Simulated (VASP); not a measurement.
Band structure of Ru (relaxed from the bcc structure, space group Im-3m). Method: r2SCAN meta-GGA, VASP's PBE PAW potentials (set 64) (plane waves; VASP 6.6.1).

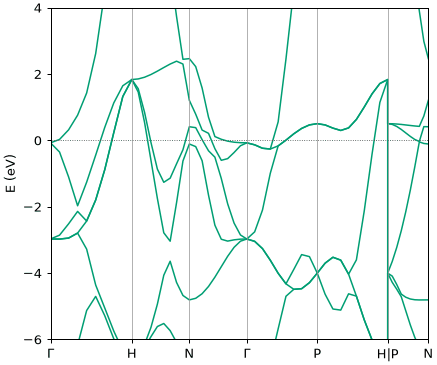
*Bands along high-symmetry lines, zero at the valence-band maximum or, without a gap, the Fermi level*

Q: Read the plot: is there a gap, and where are the band edges?

A: It has no gap at this level: it comes out as a metal or semimetal.

The structure was generated: Ru was put into the bcc type (Im-3m), which need not be its known phase. It was relaxed first.
